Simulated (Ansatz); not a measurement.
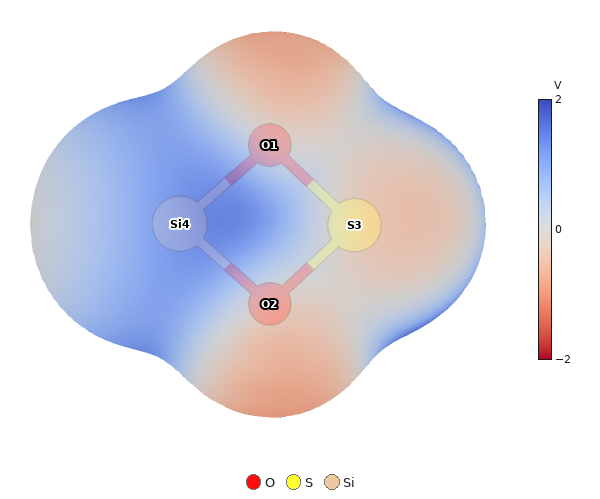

The picture shows: O2SSi. The molecular electrostatic potential painted on the density surface at 0.002 e/bohr³, seen across its widest extent; red is negative and blue positive.

Geometry: PBE0-D3(BJ)/def2-SVP.

Theory: Ansatz, isolated molecule in a Gaussian basis; Kohn-Sham density functional theory, functional PBE0.

```yaml
atoms:
  - { symbol: O, position_ang: [-0.0095, 0.7261, 1.0183] }
  - { symbol: O, position_ang: [0.5735, -0.1713, -1.0042] }
  - { symbol: S, position_ang: [1.4616, 0.3999, 0.2928] }
  - { symbol: Si, position_ang: [-0.9713, 0.1473, -0.2966] }
```

**Describe the electrostatic potential map.**

The most negative region (about −0.9 V) lies over O1 and O2, the most positive (about +1.5 V) over S3 and Si4.

**How polar is the molecule by this calculation?**

Its dipole moment is 0.51 D.
